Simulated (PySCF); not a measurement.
```yaml
atoms:
  - { symbol: F, position_ang: [0.8787, -2.3339, 0.2710] }
  - { symbol: C, position_ang: [0.4314, -1.0750, 0.0697] }
  - { symbol: C, position_ang: [-0.8588, -0.7821, -0.0344] }
  - { symbol: Cl, position_ang: [-2.1098, -1.9789, 0.0699] }
  - { symbol: C, position_ang: [-1.2635, 0.6371, -0.2615] }
  - { symbol: Si, position_ang: [0.4129, 1.5620, -0.2722] }
  - { symbol: C, position_ang: [1.4724, -0.0136, -0.0428] }
  - { symbol: H, position_ang: [-1.9187, 0.9759, 0.5429] }
  - { symbol: H, position_ang: [-1.8424, 0.7156, -1.1823] }
  - { symbol: H, position_ang: [0.5679, 2.5319, 0.8159] }
  - { symbol: H, position_ang: [2.1492, -0.2511, -0.8650] }
  - { symbol: H, position_ang: [2.0819, 0.0114, 0.8627] }
```

Geometry: GFN2-xTB.

The calculation used UKS B3LYP, pcH-1 on C Cl F H Si, non-relativistic, mean-field spin-orbit, GIAO in PySCF 2.14.0, density-fitted response routines.

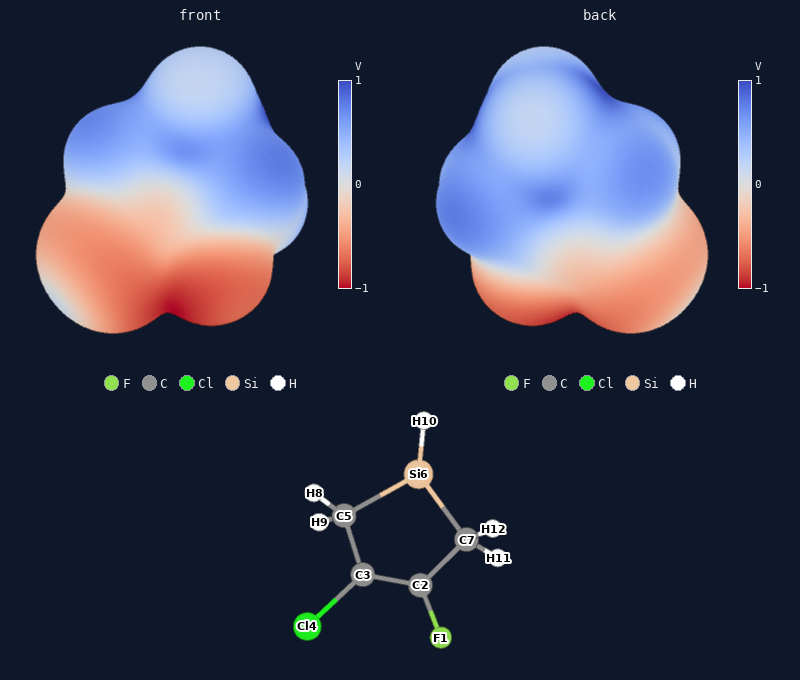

C₄H₅ClFSi (doublet). The electrostatic potential painted on the density surface at 0.001 e/bohr³, seen from the front and from behind; the colour scale runs from red (negative) to blue (positive). The bare structure is drawn below in the same view.

Q: Where is the surface potential most negative and most positive?

A: The most negative region (about −1.0 V) lies over F1 and Cl4, the most positive (about +0.9 V) over Si6.
